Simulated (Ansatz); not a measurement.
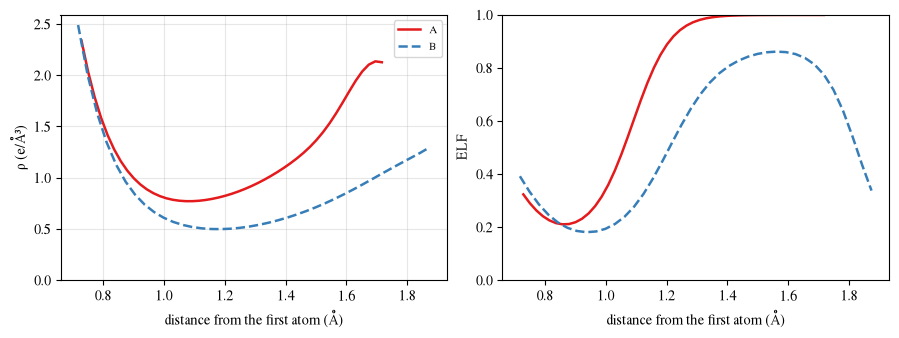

*H$_{4}$S$_{2}$Sn$_{2}$ (cyclo-(H2SnS)2) (charge +1, doublet). Electron density and ELF along straight lines between neighbouring atoms. The curves leave out the atomic cores.*

Geometry: PBE-D4/def2-SVP; core potentials replace the inner electrons of Sn.

These are results of UKS PBE0-D4/def2-TZVP (Ansatz), not measurements.

```xyz
8

Sn   -1.1637   -0.1143    1.2055
H    -1.0660   -1.3779    2.3628
H    -2.4359    1.0363    1.2626
S     1.0277    1.0795    1.0944
Sn    1.1639    0.1139   -1.2053
H     1.0620    1.3793   -2.3604
H     2.4380   -1.0344   -1.2665
S    -1.0260   -1.0825   -1.0930
```

**Which curve belongs to which contact (Sn–H and Sn–S)? The first atom named is at distance zero.**

Curve A: Sn–H (1.72 Å): the density is about 1.2 e/Å³ at the midpoint; the ELF climbs to about 1 towards the hydrogen. Curve B: Sn–S (2.50 Å): the density is about 0.51 e/Å³ at the midpoint; the ELF peaks at about 0.85 in the valence shell of S, 0.9 Å from its nucleus, and drops to about 0.20 between the two atoms.
